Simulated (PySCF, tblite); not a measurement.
# C4H4F3O−: a rotation path, then NMR shifts on frames, part 2 of 2

tblite 0.8.0 and PySCF 2.14.0. Atoms count from 0. Earlier steps stand in the parts before.

### 5 Shielding tensors: image 6, PBE0/pcSseg-1

What the job is given:

```
{"job": {"kind": "nmr", "xc": "PBE0", "basis": "pcSseg-1", "pop": false}, "charge": -1, "multiplicity": 1}
O     -2.432700    -0.955900     0.318900
C     -1.594800    -0.006500     0.458000
C     -0.408700     0.044600    -0.777900
C      0.870100    -0.446500    -0.317500
F      1.081600    -1.791700    -0.363500
C      1.822600     0.261500     0.310100
F      1.835500     1.611200     0.387300
F      2.965100    -0.226000     0.850300
H     -2.015900     1.038800     0.374000
H     -0.970800    -0.017600     1.399700
H     -0.817100    -0.589700    -1.557600
H     -0.333800     1.077200    -1.107600
```

With the program's defaults for keys left out, this is: GIAO PBE0/pcSseg-1 NMR shielding, non-relativistic, gas phase.

Log:

```text
coarse grid: 11168 points
cycle   1  E = -528.5697675876  dE =  1.186e+00  |g| = 1.189e+00  |ddm| = 3.109e+00
cycle   2  E = -522.2231827327  dE =  6.347e+00  |g| = 3.875e+00  |ddm| = 5.087e+00
cycle   3  E = -528.7294725957  dE = -6.506e+00  |g| = 7.441e-01  |ddm| = 5.030e+00
cycle   4  E = -528.8412836487  dE = -1.118e-01  |g| = 2.328e-01  |ddm| = 9.674e-01
cycle   5  E = -528.8500138154  dE = -8.730e-03  |g| = 1.201e-01  |ddm| = 3.187e-01
cycle   6  E = -528.8524189392  dE = -2.405e-03  |g| = 4.735e-02  |ddm| = 1.864e-01
cycle   7  E = -528.8528035301  dE = -3.846e-04  |g| = 1.444e-02  |ddm| = 5.287e-02
cycle   8  E = -528.8528563314  dE = -5.280e-05  |g| = 3.469e-03  |ddm| = 1.689e-02
cycle   9  E = -528.8528584768  dE = -2.145e-06  |g| = 1.984e-03  |ddm| = 4.921e-03
final grid: 112344 points
cycle  10  E = -528.9294477483  dE = -2.682e-05  |g| = 1.143e-02  |ddm| = 2.668e-02
cycle  11  E = -528.9293945577  dE =  5.319e-05  |g| = 2.041e-02  |ddm| = 3.014e-02
cycle  12  E = -528.9294719310  dE = -7.737e-05  |g| = 1.691e-03  |ddm| = 2.292e-02
cycle  13  E = -528.9294725474  dE = -6.163e-07  |g| = 3.405e-04  |ddm| = 2.584e-03
cycle  14  E = -528.9294725642  dE = -1.682e-08  |g| = 1.317e-04  |ddm| = 3.985e-04
cycle  15  E = -528.9294725668  dE = -2.576e-09  |g| = 3.121e-05  |ddm| = 1.206e-04
cycle  16  E = -528.9294725669  dE = -1.617e-10  |g| = 1.247e-05  |ddm| = 3.628e-05
converged SCF energy = -528.9294725669

GIAO shielding tensors (ppm)
atom      isotropic    diamagn.    paramagn.     s11        s22        s33       span
  0 O      100.381     395.439    -295.058   -152.065    106.897    346.312    498.376
  1 C       82.192     234.101    -151.909     30.477     78.438    137.659    107.182
  2 C      136.785     252.614    -115.829     96.340    148.052    165.963     69.623
  3 C       34.160     249.660    -215.500     -1.626     27.621     76.485     78.111
  4 F      346.900     473.085    -126.185    276.356    369.601    394.743    118.388
  5 C       16.562     250.762    -234.200    -27.223     22.282     54.626     81.850
  6 F      316.838     475.967    -159.129    238.923    321.385    390.207    151.284
  7 F      307.135     471.427    -164.292    270.365    308.024    343.016     72.651
  8 H       23.864      27.432      -3.568     19.254     24.874     27.464      8.210
  9 H       25.091      27.823      -2.731     21.113     24.922     29.239      8.127
 10 H       30.870      31.172      -0.303     27.719     30.379     34.511      6.792
 11 H       29.132      32.235      -3.103     26.377     29.840     31.180      4.803
```

It took 42 s on 1 thread of Intel Xeon at 2.50GHz, shared host; peak memory 0.8 GiB.

In short: δ C5 170.4, C3 152.8, C1 104.7, C2 50.1, H8 7.85, H9 6.63 ppm.

### 6 NMR shieldings: image 7, PBE0/pcSseg-1

What the job is given:

```
{"job": {"kind": "nmr", "xc": "PBE0", "basis": "pcSseg-1", "pop": false}, "charge": -1, "multiplicity": 1}
O     -2.276700    -1.074300     0.455200
C     -1.589900    -0.002400     0.456600
C     -0.408200     0.074100    -0.773100
C      0.862900    -0.452100    -0.328200
F      1.056900    -1.795800    -0.423500
C      1.822700     0.222700     0.323800
F      1.855900     1.569600     0.441000
F      2.961700    -0.295800     0.841500
H     -2.162700     0.948500     0.232000
H     -0.979700     0.209600     1.384700
H     -0.823400    -0.523900    -1.577700
H     -0.318400     1.119200    -1.058300
```

Level: GIAO PBE0/pcSseg-1 NMR shielding, non-relativistic, gas phase.

Log:

```text
coarse grid: 11168 points
cycle   1  E = -528.5720744641  dE =  1.189e+00  |g| = 1.187e+00  |ddm| = 3.114e+00
cycle   2  E = -522.3432430582  dE =  6.229e+00  |g| = 3.845e+00  |ddm| = 5.064e+00
cycle   3  E = -528.7326281530  dE = -6.389e+00  |g| = 7.394e-01  |ddm| = 4.997e+00
cycle   4  E = -528.8429030973  dE = -1.103e-01  |g| = 2.300e-01  |ddm| = 9.622e-01
cycle   5  E = -528.8512998233  dE = -8.397e-03  |g| = 1.197e-01  |ddm| = 3.115e-01
cycle   6  E = -528.8537059933  dE = -2.406e-03  |g| = 4.738e-02  |ddm| = 1.913e-01
cycle   7  E = -528.8540918468  dE = -3.859e-04  |g| = 1.425e-02  |ddm| = 5.344e-02
cycle   8  E = -528.8541430417  dE = -5.119e-05  |g| = 3.485e-03  |ddm| = 1.642e-02
cycle   9  E = -528.8541452121  dE = -2.170e-06  |g| = 1.952e-03  |ddm| = 4.882e-03
final grid: 112344 points
cycle  10  E = -528.9308167494  dE = -2.760e-05  |g| = 1.156e-02  |ddm| = 2.525e-02
cycle  11  E = -528.9307630496  dE =  5.370e-05  |g| = 2.058e-02  |ddm| = 3.043e-02
cycle  12  E = -528.9308412649  dE = -7.822e-05  |g| = 1.669e-03  |ddm| = 2.308e-02
cycle  13  E = -528.9308418643  dE = -5.995e-07  |g| = 3.449e-04  |ddm| = 2.604e-03
cycle  14  E = -528.9308418812  dE = -1.689e-08  |g| = 1.327e-04  |ddm| = 3.833e-04
cycle  15  E = -528.9308418838  dE = -2.559e-09  |g| = 3.116e-05  |ddm| = 1.155e-04
cycle  16  E = -528.9308418840  dE = -1.673e-10  |g| = 1.211e-05  |ddm| = 3.532e-05
converged SCF energy = -528.9308418840

GIAO shielding tensors (ppm)
atom      isotropic    diamagn.    paramagn.     s11        s22        s33       span
  0 O       99.609     396.892    -297.283   -167.668    132.870    333.623    501.291
  1 C       82.089     233.941    -151.852     37.007     77.353    131.906     94.899
  2 C      137.427     252.959    -115.532    104.861    143.451    163.968     59.107
  3 C       32.780     249.713    -216.934     -5.374     26.956     76.758     82.132
  4 F      341.807     472.985    -131.178    263.258    367.016    395.149    131.891
  5 C       15.754     250.662    -234.907    -27.789     20.506     54.546     82.335
  6 F      315.994     476.035    -160.041    237.536    321.482    388.962    151.426
  7 F      306.247     471.387    -165.140    269.242    307.143    342.357     73.114
  8 H       23.939      27.292      -3.353     19.147     24.670     28.000      8.854
  9 H       24.995      27.763      -2.767     20.893     24.986     29.107      8.214
 10 H       30.738      31.072      -0.334     27.545     30.088     34.581      7.036
 11 H       29.506      32.345      -2.839     26.217     30.400     31.902      5.685
```

It took 39 s on 1 thread of Intel Xeon at 2.50GHz, shared host; peak memory 0.8 GiB.

Key values: δ C5 171.2, C3 154.1, C1 104.8, C2 49.5, H8 7.78, H9 6.72 ppm.

### 7 NMR shieldings: image 8, PBE0/pcSseg-1

What the job is given:

```
{"job": {"kind": "nmr", "xc": "PBE0", "basis": "pcSseg-1", "pop": false}, "charge": -1, "multiplicity": 1}
O     -2.107300    -1.103800     0.668100
C     -1.577300     0.033900     0.460500
C     -0.410400     0.073900    -0.770700
C      0.865400    -0.468500    -0.354500
F      1.099400    -1.788300    -0.591900
C      1.805800     0.167000     0.360600
F      1.786800     1.491800     0.625300
F      2.974800    -0.356900     0.798600
H     -2.278700     0.841200     0.076900
H     -1.009900     0.499400     1.322500
H     -0.831500    -0.513600    -1.581100
H     -0.316100     1.123300    -1.040300
```

Level: GIAO PBE0/pcSseg-1 NMR shielding, non-relativistic, gas phase.

Log:

```text
coarse grid: 11168 points
cycle   1  E = -528.5740309055  dE =  1.193e+00  |g| = 1.184e+00  |ddm| = 3.121e+00
cycle   2  E = -522.4927762941  dE =  6.081e+00  |g| = 3.787e+00  |ddm| = 5.051e+00
cycle   3  E = -528.7325599175  dE = -6.240e+00  |g| = 7.405e-01  |ddm| = 4.981e+00
cycle   4  E = -528.8427852733  dE = -1.102e-01  |g| = 2.308e-01  |ddm| = 9.664e-01
cycle   5  E = -528.8513842562  dE = -8.599e-03  |g| = 1.241e-01  |ddm| = 3.205e-01
cycle   6  E = -528.8540052567  dE = -2.621e-03  |g| = 4.823e-02  |ddm| = 2.096e-01
cycle   7  E = -528.8544067014  dE = -4.014e-04  |g| = 1.469e-02  |ddm| = 5.716e-02
cycle   8  E = -528.8544606546  dE = -5.395e-05  |g| = 3.429e-03  |ddm| = 1.673e-02
cycle   9  E = -528.8544627647  dE = -2.110e-06  |g| = 1.959e-03  |ddm| = 5.004e-03
final grid: 112344 points
cycle  10  E = -528.9322223375  dE = -3.007e-05  |g| = 1.169e-02  |ddm| = 2.595e-02
cycle  11  E = -528.9321697868  dE =  5.255e-05  |g| = 2.060e-02  |ddm| = 3.082e-02
cycle  12  E = -528.9322471745  dE = -7.739e-05  |g| = 1.655e-03  |ddm| = 2.345e-02
cycle  13  E = -528.9322477572  dE = -5.827e-07  |g| = 3.493e-04  |ddm| = 2.674e-03
cycle  14  E = -528.9322477743  dE = -1.712e-08  |g| = 1.313e-04  |ddm| = 3.899e-04
cycle  15  E = -528.9322477769  dE = -2.528e-09  |g| = 3.177e-05  |ddm| = 1.153e-04
cycle  16  E = -528.9322477771  dE = -1.785e-10  |g| = 1.224e-05  |ddm| = 3.829e-05
converged SCF energy = -528.9322477771

GIAO shielding tensors (ppm)
atom      isotropic    diamagn.    paramagn.     s11        s22        s33       span
  0 O      118.468     398.424    -279.956   -129.232    165.841    318.795    448.026
  1 C       85.031     233.644    -148.613     45.154     76.367    133.573     88.420
  2 C      138.523     253.379    -114.856    116.185    138.030    161.355     45.169
  3 C       32.684     249.760    -217.076     -5.994     26.942     77.103     83.097
  4 F      336.701     472.639    -135.938    257.664    365.454    386.985    129.320
  5 C       14.787     250.305    -235.518    -30.805     20.750     54.415     85.220
  6 F      313.970     476.199    -162.229    236.913    321.029    383.968    147.054
  7 F      304.282     471.286    -167.003    267.094    306.554    339.199     72.105
  8 H       24.240      27.106      -2.867     19.383     24.476     28.861      9.478
  9 H       24.860      27.773      -2.913     20.268     25.068     29.245      8.976
 10 H       30.486      31.082      -0.596     27.173     29.745     34.541      7.368
 11 H       29.833      32.425      -2.592     26.273     30.597     32.628      6.355
```

Wall time 44 s (1 thread of Intel Xeon at 2.50GHz, shared host); peak memory 0.8 GiB.

In short: δ C5 172.1, C3 154.2, C1 101.9, C2 48.4, H8 7.48, H9 6.86 ppm.

### 8 Side by side: NMR shifts

Shifts (ppm) of some atoms, chosen among heavy atoms and hydrogens apart, with basis size and wall time:

```
  frame     C3     C1    H8   H10     O0      F7      F4  functions  time
image 0  146.3   99.1  6.34  1.88  197.1  -135.1  -182.2        156  43 s
image 3  147.5   98.0  7.15  1.05  195.9  -136.8  -184.2        156  35 s
image 6  152.8  104.7  7.85  0.85  235.7  -136.2  -176.0        156  42 s
image 7  154.1  104.8  7.78  0.98  236.5  -135.3  -170.9        156  39 s
image 8  154.2  101.9  7.48  1.23  217.6  -133.3  -165.8        156  44 s
```

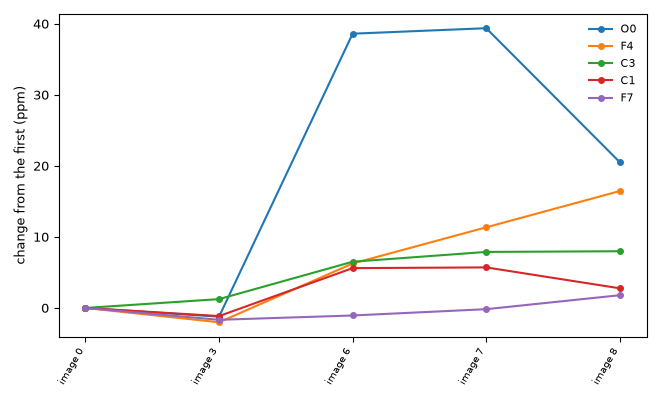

How five of the tabulated atoms move from run to run.

### 9 Summary of results

This closing draws on all 2 parts.

```
                                         quantity                               value
                                          barrier  0.119 eV (2.7 kcal/mol) at image 6
                            end to end (GFN2-xTB)                            0.100 eV
  13C shifts against TMS (PBE0/pcSseg-1, image 0)        170.4, 146.3, 99.1, 48.8 ppm
   1H shifts against TMS (PBE0/pcSseg-1, image 0)          6.97, 6.34, 1.91, 1.88 ppm
  17O shifts against H2O (PBE0/pcSseg-1, image 0)                           197.1 ppm
19F shifts against CFCl3 (PBE0/pcSseg-1, image 0)          -135.1, -143.1, -182.2 ppm
                         range of the shift of O0                  195.9 to 236.5 ppm
```

In words: Along the band the dihedral turns by 103°, and the top (dihedral 255°) lies 2.7 kcal/mol above the start (GFN2-xTB, rough), so at room temperature this motion is fast. The top was not checked by a frequency run. Shifts at one fixed geometry are not the observed spectrum, which averages over the motion. In the first frame run (image 0): The largest span, 379 ppm, is at O0, where the paramagnetic term is -255 ppm. Across the 5 runs the shift of O0 moves most, between 195.9 (image 3) and 236.5 ppm (image 7). At PBE0/pcSseg-1 the HOMO lies above zero (+0.03 eV), as often for anions in the gas phase: self-interaction error lifts it, or the electron is held by the finite basis alone; counter-ions and solvent are missing.
